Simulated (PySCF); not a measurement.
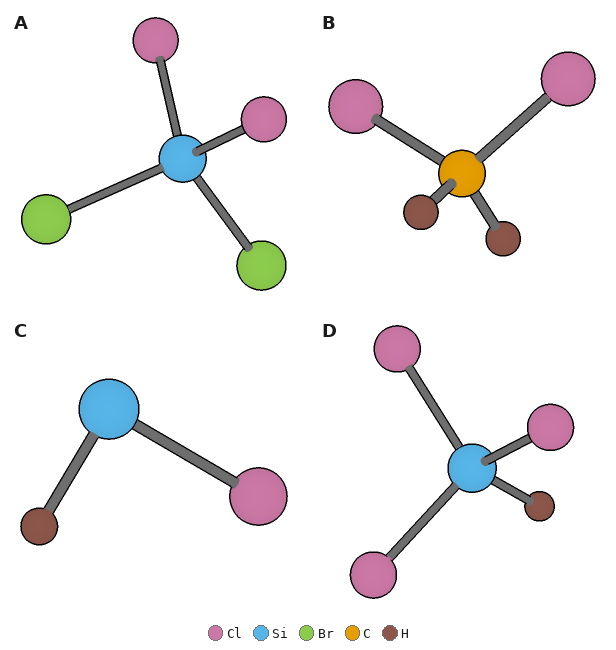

Figure made from data computed with PySCF.

### Which panel belongs to which SMILES?
(1) [SiH]Cl
(2) Cl[SiH](Cl)Cl
(3) Cl[Si](Cl)(Br)Br
(4) ClCCl

A is (3), B is (4), C is (1), D is (2).
